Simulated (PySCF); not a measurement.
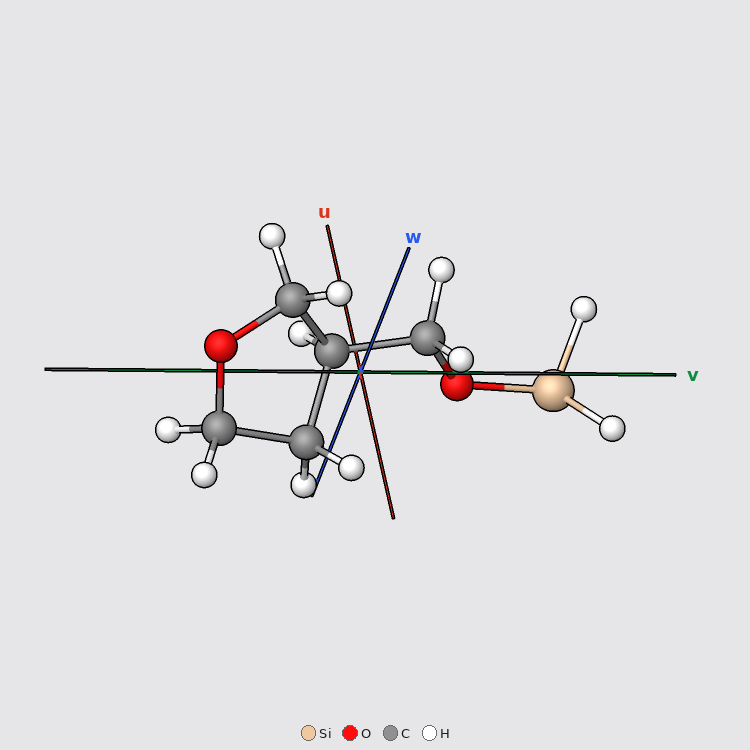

The lines u, v and w are the principal axes of the g tensor. State: neutral, doublet. Computed geometry: GFN2-xTB optimisation. No frequency run is at hand to confirm it as a minimum. Method: UKS B3LYP, pcH-1 on C H O Si, non-relativistic, mean-field spin-orbit, GIAO (PySCF 2.14.0).

Question. Along which axis does g lie farthest from the free-electron value?

Answer. Along v: the shift is 1843 ppm.

Give the principal values and shifts.

| axis | g | shift (ppm) |
| --- | --- | --- |
| u | 2.00145 | −871 |
| v | 2.00416 | 1843 |
| w | 2.00211 | −213 |

The geometry is semi-empirical. Around Si such bond lengths and angles can be off by a tenth of an ångström or more and by several degrees, and values that hang on the shape move with them.
